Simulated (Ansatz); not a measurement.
# Fe wire along [100], 24 atoms a period: bands along the axis, part 2 of 2

What gap, if any, does the Fe wire along [100], 24 atoms a period have, and how many channels would it open?

Ansatz 0.2.0; DFT PBE, plane waves, PAW; relaxation of a wire's period; PAW set soft_1 (the session's first sound run).

So far: Set-up; Relaxing the period.

### 2. Relaxing the period (continued)

Site moment by atom:

```csv
atom,site moment (μB)
Fe1,2.82
Fe2,2.93
Fe3,2.82
Fe4,2.39
Fe5,2.30
Fe6,2.39
Fe7,2.39
Fe8,2.30
Fe9,2.39
Fe10,2.82
Fe11,2.93
Fe12,2.82
Fe13,2.82
Fe14,2.39
Fe15,2.39
Fe16,2.82
Fe17,2.93
Fe18,2.30
Fe19,2.30
Fe20,2.93
Fe21,2.82
Fe22,2.39
Fe23,2.39
Fe24,2.82
```

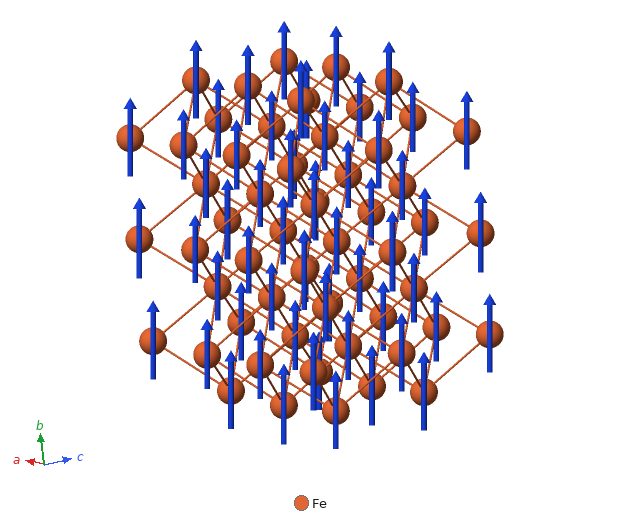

Site moment as arrows, the longest 2.93 μB. Up and down stand for the sign. Arrows give size and sign along the axis of quantisation, drawn up and down the page. 1×1×2 cells are drawn. Some periodic images of atoms are drawn too.

The cell's length comes to 2.746 Å with an absolute moment of 66.63 μB a cell.

### 3. The perfect wire

This step: DFT PBE, plane waves, PAW; bands of a perfect wire; PAW set soft_1 (Ansatz 0.2.0).

At the relaxed period the bands are computed along the axis; those that cross an energy going forward count the channels that a perfect wire would open there.

Contents of input.yaml:

```yaml
crystal:
  lattice:
    - [15.29, 0.0, 0.0]
    - [0.0, 15.29, 0.0]
    - [0.0, 0.0, 2.7459427195]
  atoms:
    - { symbol: Fe, position: [0.223156564, 0.319011562, 0.0], spin: 2.82 }
    - { symbol: Fe, position: [0.215397633, 0.5, 0.0], spin: 2.93 }
    - { symbol: Fe, position: [0.223156564, 0.680988438, 0.0], spin: 2.82 }
    - { symbol: Fe, position: [0.408428467, 0.313146489, 0.0], spin: 2.39 }
    - { symbol: Fe, position: [0.407674071, 0.5, 0.0], spin: 2.3 }
    - { symbol: Fe, position: [0.408428467, 0.686853511, 0.0], spin: 2.39 }
    - { symbol: Fe, position: [0.591571533, 0.313146489, 0.0], spin: 2.39 }
    - { symbol: Fe, position: [0.592325929, 0.5, 0.0], spin: 2.3 }
    - { symbol: Fe, position: [0.591571533, 0.686853511, 0.0], spin: 2.39 }
    - { symbol: Fe, position: [0.776843436, 0.319011562, 0.0], spin: 2.82 }
    - { symbol: Fe, position: [0.784602367, 0.5, 0.0], spin: 2.93 }
    - { symbol: Fe, position: [0.776843436, 0.680988438, 0.0], spin: 2.82 }
    - { symbol: Fe, position: [0.319011562, 0.223156564, 0.5], spin: 2.82 }
    - { symbol: Fe, position: [0.313146489, 0.408428467, 0.5], spin: 2.39 }
    - { symbol: Fe, position: [0.313146489, 0.591571533, 0.5], spin: 2.39 }
    - { symbol: Fe, position: [0.319011562, 0.776843436, 0.5], spin: 2.82 }
    - { symbol: Fe, position: [0.5, 0.215397633, 0.5], spin: 2.93 }
    - { symbol: Fe, position: [0.5, 0.407674071, 0.5], spin: 2.3 }
    - { symbol: Fe, position: [0.5, 0.592325929, 0.5], spin: 2.3 }
    - { symbol: Fe, position: [0.5, 0.784602367, 0.5], spin: 2.93 }
    - { symbol: Fe, position: [0.680988438, 0.223156564, 0.5], spin: 2.82 }
    - { symbol: Fe, position: [0.686853511, 0.408428467, 0.5], spin: 2.39 }
    - { symbol: Fe, position: [0.686853511, 0.591571533, 0.5], spin: 2.39 }
    - { symbol: Fe, position: [0.680988438, 0.776843436, 0.5], spin: 2.82 }
magnetization:
  spin_polarized: true
kpoints:
  mp_grid: { grid: [1, 1, 30] }
  band_path: { path: ["Γ", Z], npoints: 90 }
scf:
  occupations: { method: fermi_dirac, width: 0.05 }
hamiltonian:
  xc: pbe
  pseudopotentials: { kind: paw, azcp: { folder: soft_1 } }
output:
  dos: { e_range: [-5, 4] }
  write_potential: true
  write_density: true
  volumetric_format: npy
```

On the command line:

```
> ansatz run input.yaml --threads 4 --pin off --max-ram 16384MiB --backend cpu --events-out ev --progress --plain --runs-dir out
```

Numbers of over 12 decimals in the logs are rounded to 6 here.

The log of the run:

```text
[...]
Crystal: 24 atoms, lattice volume = 641.958 Å³
Basis set: ecut = 420 eV, 12581 PW (Γ)
Bands: 268, of which v1, the nominal top of the filled ones, is band 192 counted from 1 (191 counted from 0)
Symmetry: 16 space group operations
[...]
k-points: 16 of 30
[...]
Starting moments: Σ|m| = 62.6 μB on 24 of 24 sites
[...]
SCF iter   1: F=—  HF=-107511.538998 eV  |F-HF|=—  |Δ(HF+E_count)|=         —  Δρ=5.64e-2 (↑2.72e-2 ↓5.64e-2)  dr2=1.03e2  dr2_m=7.93e0  M=65.866 μB ∫|m|=66.368 μB  β_m=0.30  ethr=3.10e-3  ⟨swp⟩=7.8  Hψ=38005  notcnv=0  defer=427
[...]
SCF iter  15: F=-107515.435967 eV  HF=-107515.435967 eV  |F-HF|=5.87e-8  |Δ(HF+E_count)|=   2.25e-8  Δρ=1.58e-6 (↑6.88e-7 ↓1.58e-6)  dr2=6.32e-8  dr2_m=2.36e-9  M=64.189 μB ∫|m|=66.571 μB  ethr=4.46e-12  ⟨swp⟩=12.8  Hψ=45220  notcnv=0
SCF 1 converged in 15 iterations: F = -107515.435967 eV  dr2 = 6.32e-8
[...]
WARN: The output density's exchange-correlation potential varies sharply where the density is thin. Do not read a vacuum level from v_tot or v_xc, or from such a field of the output density. On a cell that repeats whose density bears no net charge and no dipole along the vacuum's axis use v_es (v_loc + v_h of the components); under efield.dipole_correction with no amplitude use v_es + v_field, which holds any externa [...]
NSCF: frozen V_eff on 91 k-points
SCF converged after 15 iterations
Magnetization: 64.1895 μB (224.0947 up, 159.9053 down)
Absolute magnetization: 66.5763 μB (∫|ρ↑−ρ↓|, with the PAW one-centre terms)
[...]
Per-site moments (μB) at R_I (Å): [(2.820414, 0.980282), (2.927800, 1.017060), (2.820414, 0.980282), (2.386646, 0.980282), (2.295319, 0.999463), (2.386646, 0.980282), (2.386646, 0.980282), (2.295319, 0.999463), (2.386646, 0.980282), (2.820414, 0.980282), (2.927800, 1.017060), (2.820414, 0.980282), (2.820414, 0.980282), (2.386646, 0.980282), (2.386646, 0.980282), (2.820414, 0.980282), (2.927800, 1.017060), (2.295319, 0.999463), (2.295319, 0.999463), (2.927800, 1.017060), (2.820414, 0.980282), (2.386646, 0.980282), (2.386646, 0.980282), (2.820414, 0.980282)]
Free energy (F): -107515.435967 eV
[...]
Internal energy: -107515.206820 eV  (E = F + TS)
E sigma→0 (E₀):  -107515.321393 eV
Entropy (-TS):   -0.229147 eV (-9.548 meV/atom)
Fermi energy:    5.886752 eV
[...]
--- Band table (eV; the first three rows and the last of 32) ---
  k-point 0 ↑: bands = [... 188 lower, 4.3534, 4.3721, 4.3732, 4.3732, 4.4011, 4.4011, 4.4222, 4.4956, ... 72 higher]
  k-point 1 ↑: bands = [... 188 lower, 4.3093, 4.3093, 4.3404, 4.3758, 4.4170, 4.4189, 4.4512, 4.4512, ... 72 higher]
  k-point 2 ↑: bands = [... 188 lower, 4.2836, 4.2836, 4.3230, 4.3542, 4.3970, 4.4143, 4.4882, 4.4882, ... 72 higher]
  k-point 15 ↓: bands = [... 188 lower, 7.3973, 7.3973, 7.4163, 7.4163, 7.4798, 7.4798, 7.5505, 7.5505, ... 72 higher]
```

Run time: 14 min. Hardware: 4 threads of Arm Neoverse V2, shared host; peak memory 13 GiB.

Numbers from this step:

```
energy at zero smearing : -107515.3214 eV
total moment            : 64.19 μB
absolute moment         : 66.58 μB
band gap                : 0 eV
```

Between Γ and Z the bands cross the Fermi level 29 times, so a perfect wire would conduct at least 14.5 G₀, with an absolute moment of 66.58 μB a cell.

### 4. Outcome

| Item | Value |
| --- | --- |
| cell length, PBE | 2.746 Å |
| absolute moment, PBE | 66.6 μB |
| ballistic conductance by band crossings, a lower bound, PBE | 14.5 G₀ |

Under PBE the cell's length is 2.75 Å, the absolute moment is 66.58 μB a cell, and the bands cross the Fermi level 29 times between Γ and Z, which gives a perfect wire at least 14.5 G₀ (opposite crossings within one step of the path cancel in such a count). In the perfect wire the moments were started parallel, and no opposed start was run. No search over magnetic orders was made; another may lie lower.

[Logs are printed without paths, hosts, clocks, repeated set-up lines and the standing remarks that a program may print on its own settings, such as how far it seeks lower states.]

[Hosts, paths, dates, database ids (printed as entryN), source tags and the programs' standing remarks are cut or masked in the printed files.]
